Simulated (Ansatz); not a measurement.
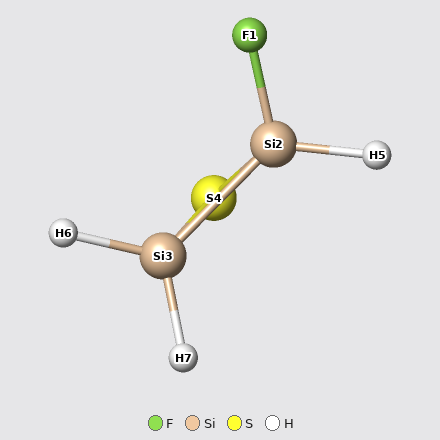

The system is FH₃SSi₂ (SMILES F[SiH]1[SiH2]S1) with the probe H; the picture shows it without the atoms that are moved over the map. The probe is moved over a plane parallel to the molecule's main plane, 3.70 Å above it. The first coordinate is: x of the probe's H atom; the second: y of the probe's H atom. Nothing is relaxed (molecule and probe rigid). Grid: 21 × 17 points. Points are written as (first, second). Energies are in kJ/mol, from molecule and probe far apart, each relaxed in its own basis (no counterpoise correction). All numbers below come from UKS PBE-D4/def2-SVP in Ansatz 0.2.0.

Range: x of the probe's H atom from −3.90 to 3.90 Å; y of the probe's H atom from −3.12 to 3.12 Å.

What landscape does the calculation give?

The lowest grid point is at (−1.56 Å, 0.00 Å) [nearest 1 H at 3.07 Å], −2.78 kJ/mol from molecule and probe far apart, each relaxed in its own basis (no counterpoise correction). The highest grid point, (0.78 Å, 0.39 Å) [nearest 1 H at 1.80 Å], lies 4.89 kJ/mol above the lowest. Near the minimum the curvatures are about 0.0043 and 0.032 eV/Å² along the soft and the stiff direction.

```csv
"y of the probe's H atom ↓, x of the probe's H atom →",−3.90,−3.12,−2.34,−1.56,−0.78,0.00,0.78,1.56,2.34,3.12,3.90
3.12,−0.65,−0.85,−1.00,−1.16,−1.26,−1.26,−1.15,−0.96,−0.72,−0.48,−0.29
2.34,−0.86,−1.10,−1.32,−1.67,−1.98,−1.96,−1.69,−1.44,−1.15,−0.80,−0.46
1.56,−0.98,−1.28,−1.62,−2.21,−2.49,−1.73,−0.80,−0.85,−1.23,−1.11,−0.68
0.78,−1.02,−1.45,−2.00,−2.66,−2.23,0.20,1.65,0.73,−0.68,−1.22,−0.88
0.00,−0.96,−1.51,−2.20,−2.78,−1.77,1.30,1.76,0.50,−0.51,−1.23,−0.95
−0.78,−0.81,−1.37,−2.04,−2.60,−1.99,0.21,0.73,−0.08,−0.81,−1.24,−0.89
−1.56,−0.63,−1.11,−1.68,−2.20,−2.28,−1.40,−0.63,−0.78,−1.17,−1.13,−0.72
−2.34,−0.45,−0.80,−1.25,−1.63,−1.89,−1.81,−1.50,−1.30,−1.14,−0.84,−0.49
−3.12,−0.31,−0.51,−0.78,−1.05,−1.20,−1.23,−1.13,−0.96,−0.73,−0.50,−0.30
```

The table holds every second grid line.

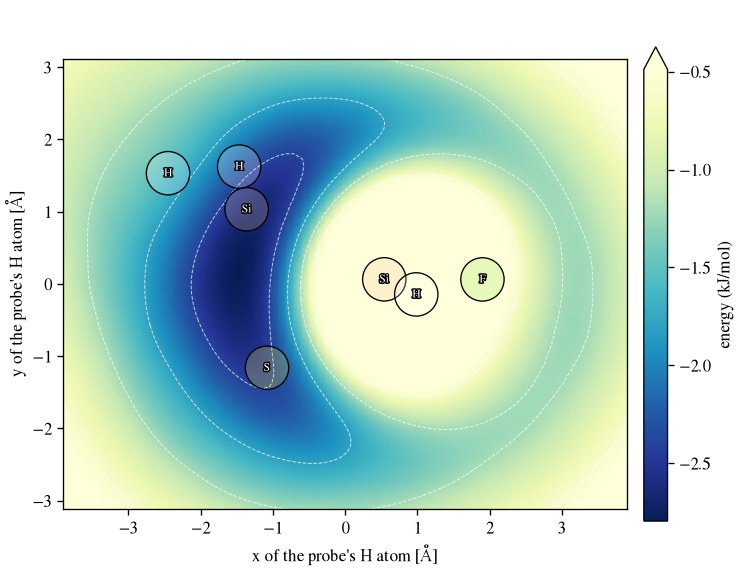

In the figure: a smooth colour map with a few white contour lines, labelled circles for the molecule's atoms, projected on the plane, one colour for all values above the top of the scale. Between grid points the surface is interpolated.

The whole map (357 points run) took 53 min on 1 thread of Arm Neoverse N1, with other jobs on the host.
